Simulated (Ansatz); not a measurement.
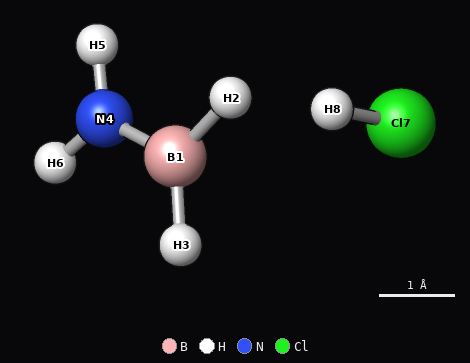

Figure 1. The input geometry (ball-and-stick view, seen at a tilt; atoms are numbered from 1 in the order of the input). Bond lengths as drawn: B–H 1.21 to 1.22 Å, B–N 1.39 Å, Cl–H 1.31 Å and H–N 1.02 Å.

# Run report: BNH5Cl, nudged elastic band (part 1 of 2)

- system: BNH5Cl
- method: RKS PBE-D4/def2-SVP (Ansatz 0.2.0)

It belongs to a series of runs on one base structure; here: band between the two ends. Figures and captions count atoms from 1; the log counts them from 0 in places.

### The input
```yaml
crystal:
  periodic: [false, false, false]
  atoms:
    - { symbol: B, position_ang: [-0.076379, -0.138087, -0.141022] }
    - { symbol: H, position_ang: [-0.097556, -0.306763, 1.071935] }
    - { symbol: H, position_ang: [0.963648, 0.072526, -0.730125] }
    - { symbol: "N", position_ang: [-1.278461, -0.230775, -0.834766] }
    - { symbol: H, position_ang: [-2.179022, -0.4, -0.384598] }
    - { symbol: H, position_ang: [-1.349499, -0.108673, -1.846222] }
    - { symbol: Cl, position_ang: [-0.168381, 2.652996, 1.748986] }
    - { symbol: H, position_ang: [-0.114551, 1.359777, 1.545512] }
basis:
  gaussian: { orbitals: def2-SVP }
hamiltonian:
  xc: pbe
  dispersion: d4
neb:
  order_check: false
  images: 7
  f_tol: 0.03
  max_iterations: 60
  final_atoms:
    - { symbol: B, position_ang: [-0.12089817, 0.51932623, -0.84350933] }
    - { symbol: H, position_ang: [-0.015744, 0.25533901, 3.46109381] }
    - { symbol: H, position_ang: [0.92693918, 0.02228443, -1.19727893] }
    - { symbol: "N", position_ang: [-1.34587847, -0.02868303, -1.22173165] }
    - { symbol: H, position_ang: [-1.41064396, -0.86468691, -1.80284792] }
    - { symbol: H, position_ang: [-2.24580045, 0.36396791, -0.94019605] }
    - { symbol: Cl, position_ang: [-0.08478241, 1.98366414, 0.1739985] }
    - { symbol: H, position_ang: [-0.00339273, 0.64978922, 2.80017158] }
  initial_path:
    images:
      - { positions_ang: [[-0.076379, -0.138087, -0.141022], [-0.097556, -0.306763, 1.071935], [0.963648, 0.072526, -0.730125], [-1.278461, -0.230775, -0.834766], [-2.179022, -0.4, -0.384598], [-1.349499, -0.108673, -1.846222], [-0.168381, 2.652996, 1.748986], [-0.114551, 1.359777, 1.545512]] }
      - { positions_ang: [[-0.05632197, -0.10257723, -0.10228395], [-0.07497274, -0.21829164, 1.19227254], [0.98237407, 0.05375166, -0.69101722], [-1.29204115, -0.1808318, -0.81858156], [-2.13288092, -0.51271749, -0.45173685], [-1.40843136, 0.10973549, -1.74042393], [-0.19899853, 2.50259324, 1.47068371], [-0.11892839, 1.24933876, 1.57078725]] }
      - { positions_ang: [[-0.03626494, -0.06706746, -0.0635459], [-0.05238949, -0.12982029, 1.31261009], [1.00110014, 0.03497733, -0.65190944], [-1.3056213, -0.13088859, -0.80239711], [-2.08673984, -0.62543498, -0.5188757], [-1.46736372, 0.32814399, -1.63462586], [-0.22961606, 2.35219049, 1.19238141], [-0.12330578, 1.13890052, 1.59606251]] }
      - { positions_ang: [[-0.01620791, -0.03155768, -0.02480784], [-0.02980623, -0.04134893, 1.43294763], [1.01982621, 0.01620299, -0.61280166], [-1.31920145, -0.08094539, -0.78621267], [-2.04059877, -0.73815247, -0.58601455], [-1.52629609, 0.54655248, -1.5288278], [-0.26023359, 2.20178773, 0.91407912], [-0.12768317, 1.02846228, 1.62133776]] }
      - { positions_ang: [[0.00384912, 0.00395209, 0.01393021], [-0.00722297, 0.04712242, 1.55328518], [1.03855228, -0.00257134, -0.57369388], [-1.3327816, -0.03100219, -0.77002822], [-1.99445769, -0.85086996, -0.6531534], [-1.58522845, 0.76496097, -1.42302973], [-0.29085112, 2.05138497, 0.63577683], [-0.13206057, 0.91802404, 1.64661302]] }
      - { positions_ang: [[-0.02733771, 0.13279562, -0.20042968], [-0.00935323, 0.09917657, 2.03023734], [1.010649, 0.0036426, -0.72959014], [-1.33605582, -0.0304224, -0.88295408], [-1.84850425, -0.8543242, -0.94057703], [-1.75037145, 0.66471271, -1.30232131], [-0.23933395, 2.03445476, 0.52033224], [-0.09989361, 0.85096533, 1.93500266]] }
      - { positions_ang: [[-0.05852453, 0.26163916, -0.41478956], [-0.01148349, 0.15123072, 2.5071895], [0.98274573, 0.00985655, -0.88548641], [-1.33933003, -0.02984261, -0.99587993], [-1.70255082, -0.85777844, -1.22800066], [-1.91551445, 0.56446444, -1.18161289], [-0.18781677, 2.01752456, 0.40488766], [-0.06772665, 0.78390663, 2.2233923]] }
      - { positions_ang: [[-0.08971135, 0.3904827, -0.62914945], [-0.01361374, 0.20328486, 2.98414166], [0.95484246, 0.01607049, -1.04138267], [-1.34260425, -0.02926282, -1.10880579], [-1.55659739, -0.86123268, -1.51542429], [-2.08065745, 0.46421618, -1.06090447], [-0.13629959, 2.00059435, 0.28944308], [-0.03555969, 0.71684793, 2.51178194]] }
      - { positions_ang: [[-0.12089817, 0.51932623, -0.84350933], [-0.015744, 0.25533901, 3.46109381], [0.92693918, 0.02228443, -1.19727893], [-1.34587847, -0.02868303, -1.22173165], [-1.41064396, -0.86468691, -1.80284792], [-2.24580045, 0.36396791, -0.94019605], [-0.08478241, 1.98366414, 0.1739985], [-0.00339273, 0.64978922, 2.80017158]] }
```

Launched with:
```bash
ansatz run input.yaml --threads 1 --pin off --max-ram 2048MiB --backend cpu --events-out ev --progress --plain --runs-dir out
```

### Output
```
Engine: ansatz 0.2.0, aarch64-unknown-linux-gnu
Functional definition: PBE
  parameter kappa = 0.804
  parameter beta = 0.06672455060314922
  exchange = pbe_x(kappa = kappa, mu = beta*pi^2/3)
  correlation = pbe_c(beta = beta)
811 factors; their error is unknown
mean field evaluation 1: about -14750.9876 eV, gradient 5.4e1 eV
mean field evaluation 2: about -14732.5106 eV, gradient 9.8e1 eV
mean field evaluation 4: about -14757.2827 eV, gradient 4.8e0 eV
mean field evaluation 8: about -14757.3547 eV, gradient 6.3e-2 eV
mean field evaluation 16: about -14757.3201 eV, gradient 5.1e-5 eV
mean field -14757.32005508 eV, -542.3215091535 hartree, gradient 5.1e-5 eV, S^2 0.000000; 0 other end points of the search recorded, 0 dependent functions left out
the calculation of the forces begins
reference -14757.32008591 eV, -542.3215102863 hartree; 17, 17 occupied and 54, 54 virtual orbitals, 811 factors
811 factors; their error is unknown
mean field evaluation 32: about -14758.0283 eV, gradient 8.8e-6 eV
mean field -14758.02833990 eV, -542.3475381406 hartree, gradient 8.8e-6 eV, S^2 0.000000; 0 other end points of the search recorded, 0 dependent functions left out
[... from here on the field's lines of each further geometry are left out, up to the last ...]
NEB iter   1: max|band force component| = 1.147e1 eV/Å  barrier→ = 2.8719 eV  barrier← = 3.5889 eV  Δτ_max = 0.2000 Å  (231 SCF iters)
NEB iter   2: max|band force component| = 2.274e0 eV/Å  barrier→ = 1.7613 eV  barrier← = 2.4782 eV  Δτ_max = 0.2000 Å  (220 SCF iters)
NEB iter   3: max|band force component| = 2.422e0 eV/Å  barrier→ = 1.4558 eV  barrier← = 2.1728 eV  Δτ_max = 0.1008 Å  (206 SCF iters)
NEB iter   4: max|band force component| = 1.208e0 eV/Å  barrier→ = 1.3164 eV  barrier← = 2.0333 eV  Δτ_max = 0.1944 Å  (189 SCF iters)
NEB iter   5: max|band force component| = 1.979e0 eV/Å  barrier→ = 1.3495 eV  barrier← = 2.0665 eV  Δτ_max = 0.0993 Å  (200 SCF iters)
NEB iter   6: max|band force component| = 5.179e-1 eV/Å  barrier→ = 1.3217 eV  barrier← = 2.0387 eV  Δτ_max = 0.2000 Å  (191 SCF iters)
NEB iter   7: max|band force component| = 1.057e0 eV/Å  barrier→ = 1.2091 eV  barrier← = 1.9261 eV  Δτ_max = 0.0967 Å  (198 SCF iters)
NEB iter   8: max|band force component| = 5.970e-1 eV/Å  barrier→ = 1.1198 eV  barrier← = 1.8368 eV  Δτ_max = 0.0992 Å  (187 SCF iters)
NEB iter   9: max|band force component| = 8.102e-1 eV/Å  barrier→ = 0.9785 eV  barrier← = 1.6955 eV  Δτ_max = 0.0492 Å  (185 SCF iters)
NEB iter  10: max|band force component| = 5.792e-1 eV/Å  barrier→ = 0.9127 eV  barrier← = 1.6297 eV  Δτ_max = 0.0500 Å  (185 SCF iters)
NEB iter  11: max|band force component| = 5.508e-1 eV/Å  barrier→ = 0.8810 eV  barrier← = 1.5980 eV  CI = image 3  Δτ_max = 0.0499 Å  (187 SCF iters)
NEB iter  12: max|band force component| = 5.214e-1 eV/Å  barrier→ = 0.8935 eV  barrier← = 1.6104 eV  CI = image 3  Δτ_max = 0.0994 Å  (181 SCF iters)
NEB iter  13: max|band force component| = 5.871e-1 eV/Å  barrier→ = 0.9475 eV  barrier← = 1.6645 eV  CI = image 3  Δτ_max = 0.1931 Å  (186 SCF iters)
NEB iter  14: max|band force component| = 6.322e-1 eV/Å  barrier→ = 1.2106 eV  barrier← = 1.9276 eV  CI = image 3  Δτ_max = 0.1979 Å  (188 SCF iters)
NEB iter  15: max|band force component| = 3.847e-1 eV/Å  barrier→ = 1.2133 eV  barrier← = 1.9303 eV  CI = image 3  Δτ_max = 0.1737 Å  (194 SCF iters)
NEB iter  16: max|band force component| = 2.894e-1 eV/Å  barrier→ = 1.1399 eV  barrier← = 1.8569 eV  CI = image 3  Δτ_max = 0.0878 Å  (191 SCF iters)
NEB iter  17: max|band force component| = 2.926e-1 eV/Å  barrier→ = 1.1006 eV  barrier← = 1.8176 eV  CI = image 3  Δτ_max = 0.0876 Å  (186 SCF iters)
NEB iter  18: max|band force component| = 2.606e-1 eV/Å  barrier→ = 1.0580 eV  barrier← = 1.7750 eV  CI = image 3  Δτ_max = 0.1743 Å  (194 SCF iters)
NEB iter  19: max|band force component| = 2.785e-1 eV/Å  barrier→ = 0.9645 eV  barrier← = 1.6815 eV  CI = image 3  Δτ_max = 0.0876 Å  (188 SCF iters)
NEB iter  20: max|band force component| = 3.231e-1 eV/Å  barrier→ = 0.9145 eV  barrier← = 1.6315 eV  CI = image 3  Δτ_max = 0.0874 Å  (191 SCF iters)
NEB iter  21: max|band force component| = 3.582e-1 eV/Å  barrier→ = 0.8719 eV  barrier← = 1.5889 eV  CI = image 3  Δτ_max = 0.0874 Å  (195 SCF iters)
NEB iter  22: max|band force component| = 3.792e-1 eV/Å  barrier→ = 0.8429 eV  barrier← = 1.5599 eV  CI = image 3  Δτ_max = 0.0875 Å  (193 SCF iters)
NEB iter  23: max|band force component| = 3.815e-1 eV/Å  barrier→ = 0.8312 eV  barrier← = 1.5482 eV  CI = image 3  Δτ_max = 0.0874 Å  (193 SCF iters)
NEB iter  24: max|band force component| = 4.354e-1 eV/Å  barrier→ = 0.8304 eV  barrier← = 1.5474 eV  CI = image 3  Δτ_max = 0.0873 Å  (189 SCF iters)
NEB iter  25: max|band force component| = 4.663e-1 eV/Å  barrier→ = 0.8236 eV  barrier← = 1.5406 eV  CI = image 3  Δτ_max = 0.0438 Å  (193 SCF iters)
NEB iter  26: max|band force component| = 3.024e-1 eV/Å  barrier→ = 0.8172 eV  barrier← = 1.5341 eV  CI = image 3  Δτ_max = 0.0436 Å  (193 SCF iters)
NEB iter  27: max|band force component| = 3.487e-1 eV/Å  barrier→ = 0.8145 eV  barrier← = 1.5315 eV  CI = image 3  Δτ_max = 0.0423 Å  (188 SCF iters)
NEB iter  28: max|band force component| = 3.221e-1 eV/Å  barrier→ = 0.8132 eV  barrier← = 1.5302 eV  CI = image 3  Δτ_max = 0.0812 Å  (187 SCF iters)
NEB iter  29: max|band force component| = 3.657e-1 eV/Å  barrier→ = 0.8125 eV  barrier← = 1.5295 eV  CI = image 3  Δτ_max = 0.1701 Å  (184 SCF iters)
NEB iter  30: max|band force component| = 5.988e-1 eV/Å  barrier→ = 0.8119 eV  barrier← = 1.5289 eV  CI = image 3  Δτ_max = 0.1703 Å  (189 SCF iters)
NEB iter  31: max|band force component| = 7.253e-1 eV/Å  barrier→ = 0.8117 eV  barrier← = 1.5287 eV  CI = image 3  Δτ_max = 0.1736 Å  (194 SCF iters)
NEB iter  32: max|band force component| = 6.669e-1 eV/Å  barrier→ = 0.8116 eV  barrier← = 1.5286 eV  CI = image 3  Δτ_max = 0.1747 Å  (172 SCF iters)
NEB iter  33: max|band force component| = 8.663e-1 eV/Å  barrier→ = 0.8116 eV  barrier← = 1.5286 eV  CI = image 3  Δτ_max = 0.0883 Å  (173 SCF iters)
NEB iter  34: max|band force component| = 8.540e-1 eV/Å  barrier→ = 0.8116 eV  barrier← = 1.5286 eV  CI = image 3  Δτ_max = 0.0438 Å  (166 SCF iters)
NEB iter  35: max|band force component| = 5.794e-1 eV/Å  barrier→ = 0.8116 eV  barrier← = 1.5286 eV  CI = image 3  Δτ_max = 0.0442 Å  (167 SCF iters)
NEB iter  36: max|band force component| = 3.007e-1 eV/Å  barrier→ = 0.8116 eV  barrier← = 1.5286 eV  CI = image 3  Δτ_max = 0.0882 Å  (156 SCF iters)
NEB iter  37: max|band force component| = 3.076e-1 eV/Å  barrier→ = 0.8116 eV  barrier← = 1.5286 eV  CI = image 3  Δτ_max = 0.0438 Å  (159 SCF iters)
NEB iter  38: max|band force component| = 3.117e-1 eV/Å  barrier→ = 0.8116 eV  barrier← = 1.5286 eV  CI = image 3  Δτ_max = 0.0219 Å  (151 SCF iters)
NEB iter  39: max|band force component| = 1.897e-1 eV/Å  barrier→ = 0.8116 eV  barrier← = 1.5286 eV  CI = image 3  Δτ_max = 0.0219 Å  (152 SCF iters)
NEB iter  40: max|band force component| = 2.087e-1 eV/Å  barrier→ = 0.8116 eV  barrier← = 1.5286 eV  CI = image 3  Δτ_max = 0.0438 Å  (152 SCF iters)
NEB iter  41: max|band force component| = 2.460e-1 eV/Å  barrier→ = 0.8116 eV  barrier← = 1.5286 eV  CI = image 3  Δτ_max = 0.0876 Å  (154 SCF iters)
NEB iter  42: max|band force component| = 2.906e-1 eV/Å  barrier→ = 0.8116 eV  barrier← = 1.5286 eV  CI = image 3  Δτ_max = 0.0867 Å  (154 SCF iters)
NEB iter  43: max|band force component| = 3.599e-1 eV/Å  barrier→ = 0.8116 eV  barrier← = 1.5286 eV  CI = image 3  Δτ_max = 0.0430 Å  (154 SCF iters)
```
